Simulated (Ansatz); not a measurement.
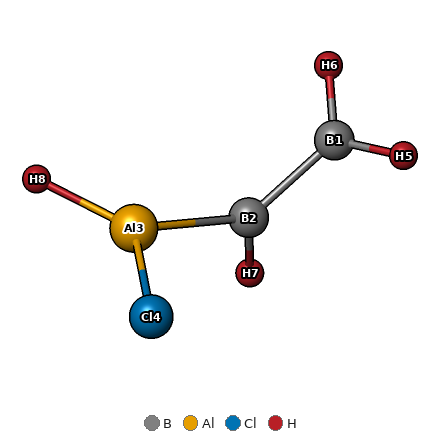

The system is AlB₂ClH₄ (SMILES B[BH][AlH][Cl]) with the probe Cl-; the picture shows it without the atoms that are moved over the map. 
- The probe is moved over the plane through the molecule's long axis and the normal of its main plane.
- Coordinates scanned: (1) x of the probe's Cl atom; (2) z of the probe's Cl atom.
- Nothing is relaxed (molecule and probe rigid).
- The scan uses a 13 × 9 grid. At 20 points there is no value (left out of the scan, as a rule where atoms come close).
- Points are written as (first, second).
- Energies: eV, counted from molecule and probe far apart, each relaxed in its own basis (no counterpoise correction).
- Energies and slopes of some neighbouring points disagree (a jump in structure or state, or too coarse a mesh).
- These are results of RHF/def2-SVPD in Ansatz 0.2.0, not measurements.

Range: x of the probe's Cl atom from −6.24 to 6.24 Å; z of the probe's Cl atom from −4.16 to 4.16 Å.

Predict the map.

Answer. The lowest grid point is at (0.00 Å, 3.12 Å) [nearest 1 Al at 3.03 Å and 1 H at 3.08 Å], −1.10 eV from molecule and probe far apart, each relaxed in its own basis (no counterpoise correction). The highest grid point, (−1.04 Å, 1.04 Å) [nearest 2 B at 1.55 Å], lies 10.24 eV above the lowest.

| z of the probe's Cl atom ↓, x of the probe's Cl atom → | −6.24 | −5.20 | −4.16 | −3.12 | −2.08 | −1.04 | 0.00 | 1.04 | 2.08 | 3.12 | 4.16 | 5.20 | 6.24 |
| --- | --- | --- | --- | --- | --- | --- | --- | --- | --- | --- | --- | --- | --- |
| 4.16 | −0.08 | −0.11 | −0.16 | −0.23 | −0.35 | −0.47 | −0.52 | −0.45 | −0.27 | −0.10 | 0.00 | 0.05 | 0.06 |
| 3.12 | −0.09 | −0.12 | −0.03 | 0.12 | −0.30 | −0.83 | −1.10 | −0.92 | −0.36 | −0.01 | 0.07 | 0.09 | 0.09 |
| 2.08 | −0.11 | 0.01 | 1.85 | 6.48 | 2.96 | −0.28 | −0.70 | 0.98 | 2.57 | 2.36 | 0.66 | 0.19 | 0.12 |
| 1.04 | −0.12 | 0.25 | 6.60 | – | – | 9.14 | – | – | – | – | 4.21 | 0.46 | 0.16 |
| 0.00 | −0.15 | −0.01 | 2.76 | – | – | – | – | – | – | – | 8.49 | 0.71 | 0.17 |
| −1.04 | −0.17 | −0.28 | −0.22 | 3.48 | – | – | – | – | – | – | 4.90 | 0.48 | 0.15 |
| −2.08 | −0.15 | −0.26 | −0.37 | 0.57 | 5.91 | – | 2.41 | 1.14 | 4.48 | 3.58 | 0.87 | 0.19 | 0.11 |
| −3.12 | −0.12 | −0.18 | −0.25 | −0.14 | 0.54 | 0.84 | 0.03 | −0.24 | 0.04 | 0.17 | 0.11 | 0.09 | 0.08 |
| −4.16 | −0.09 | −0.13 | −0.17 | −0.20 | −0.19 | −0.20 | −0.23 | −0.20 | −0.11 | −0.02 | 0.03 | 0.05 | 0.06 |

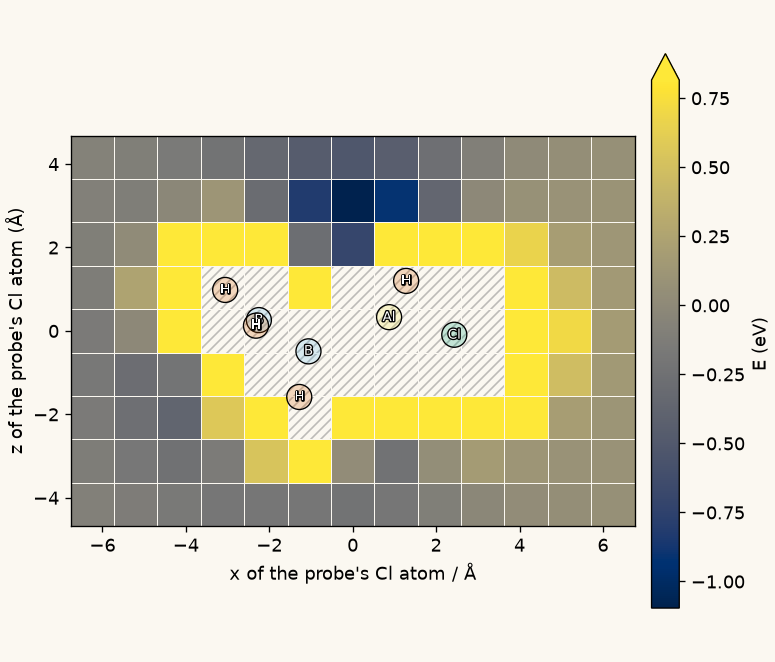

Drawn: one coloured cell a grid point, labelled circles for the molecule's atoms, projected on the plane, one colour for all values above the top of the scale, hatched blanks where no value was computed.

Each point was launched as `ansatz run input.yaml --threads 1 --pin off --max-ram 2560MiB --backend cpu --events-out ev --progress --plain --runs-dir out`. Time for the 97 points that were run: 15 min on 1 thread of Arm Neoverse V1 (shared host).
